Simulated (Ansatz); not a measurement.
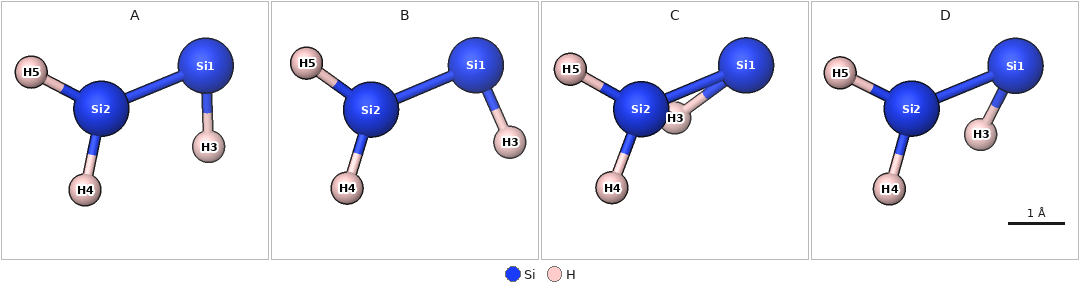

4 geometries from a converged minimum-energy path of Si2H3 (charge −1), shuffled. The picture is a ball-and-stick view, seen at a tilt.

Level of theory: RHF/def2-TZVP in Ansatz. Run with 9 movable images; climbing image; force threshold 0.03 eV/Å; iteration limit 60; starting path through a guess of the saddle point.

**Which frame is the top of the path?**

C. In order along the path, whose images run from 0 to 10: B (image 0, 0.0 kJ/mol), A (image 2, +19.5 kJ/mol), D (image 4, +85.6 kJ/mol), C (image 6, +130.0 kJ/mol). A hydrogen atom shifts from one atom to another. Breaking: Si1–H3 (1.53 → 1.77 at the top → 3.09 Å). Forming: Si2–H3 (2.74 → 1.65 at the top → 1.51 Å).

Limits of the set-up: the basis has no diffuse functions, which an anion needs.
